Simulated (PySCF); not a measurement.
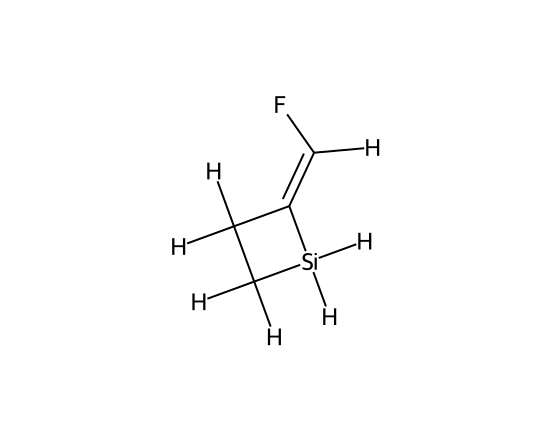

Give its SMILES.

F/C=C1\CC[SiH2]1

What is the molecular formula?

C4H7FSi.

An optimisation with PBE0-D3(BJ)/def2-SVP gave a structure of which point group?

Cs.

The parts below concern this one geometry. Atoms keep their numbers from picture to picture. The computed structure is the end point of a PBE0-D3(BJ)/def2-SVP optimisation. No frequency run is at hand to confirm it as a minimum.

### Geometry

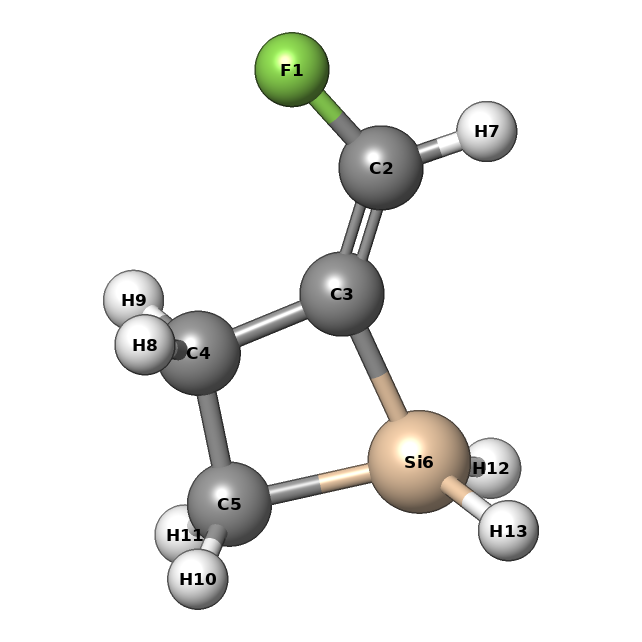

The atoms are numbered. No frequency run is at hand to confirm it as a minimum.

What is the geometry at C2?

C2 has 3 neighbours (F1 at 1.33, C3 at 1.33, H7 at 1.09 Å); the arrangement is trigonal planar.

What is the geometry at C4?

C4 has 4 neighbours (C3 at 1.52, C5 at 1.56, H8 at 1.10, H9 at 1.10 Å); the arrangement is tetrahedral.

Which bond is the longest?

C5–Si6, 1.904 Å.

What is the dihedral angle F1–C2–C3–C4?

0° in size, that is syn (eclipsed).

### Ring current

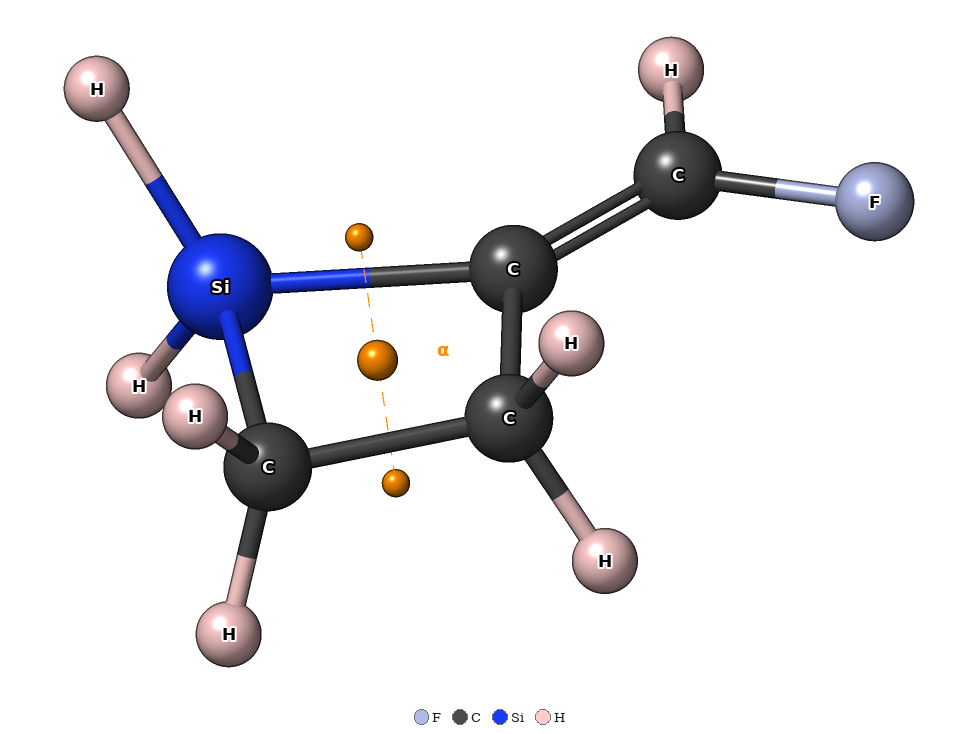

The small points mark where nucleus-independent chemical shifts (NICS) were computed: at the centre of each lettered ring and 1 Å above and below it. No frequency run is at hand to confirm it as a minimum. Properties computed with GIAO PBE0/pcSseg-2 NMR shielding, non-relativistic, gas phase (PySCF 2.14.0).

Give NICS(0), NICS(1) and the out-of-plane component NICS(1)zz for each ring (means of the two sides).

```json
{"ring": "α", "members": "C3Si", "NICS(0)": "1.5", "NICS(1)": "−0.3", "NICS(1)zz": "4.1"}
```

Values in ppm.

### Electronic properties

No frequency run is at hand to confirm it as a minimum. Method: PBE0/STO-3G, gas phase (PySCF 2.14.0).

What is the dipole moment?

0.96 D.

What is the LUMO energy (Kohn–Sham orbital)?

3.86 eV.

Give the HOMO energy (Kohn–Sham orbital) at this level.

−4.15 eV.

### Charges

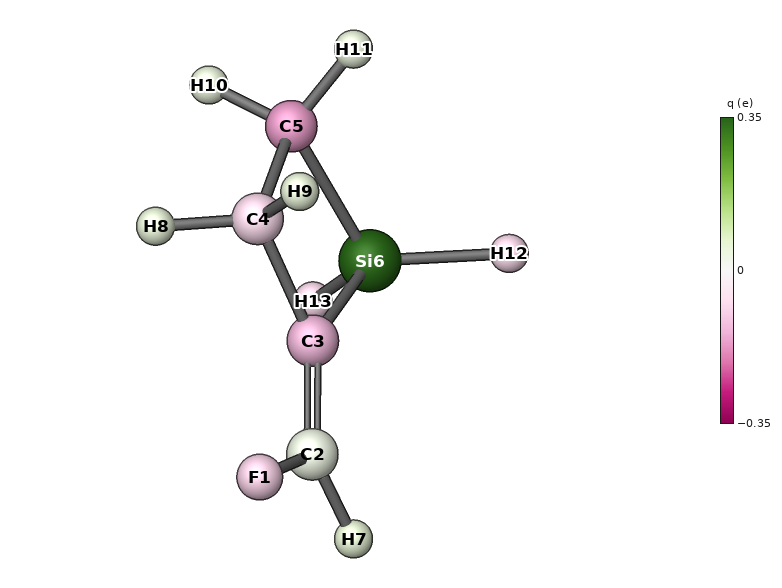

Atoms are coloured by their Hirshfeld charges. No frequency run is at hand to confirm it as a minimum. Properties computed with PBE0/IGLO-III, gas phase (PySCF 2.14.0).

Which atom carries the highest charge (most positive or least negative)?

Si6 (0.34 e).

And the lowest?

C5 (−0.17 e).

List the Hirshfeld charges.

```csv
atom,value (e)
F1,−0.09
C2,0.03
C3,−0.13
C4,−0.08
C5,−0.17
Si6,0.34
H7,0.06
H8,0.05
H9,0.05
H10,0.04
H11,0.04
H12,−0.07
H13,−0.07
```
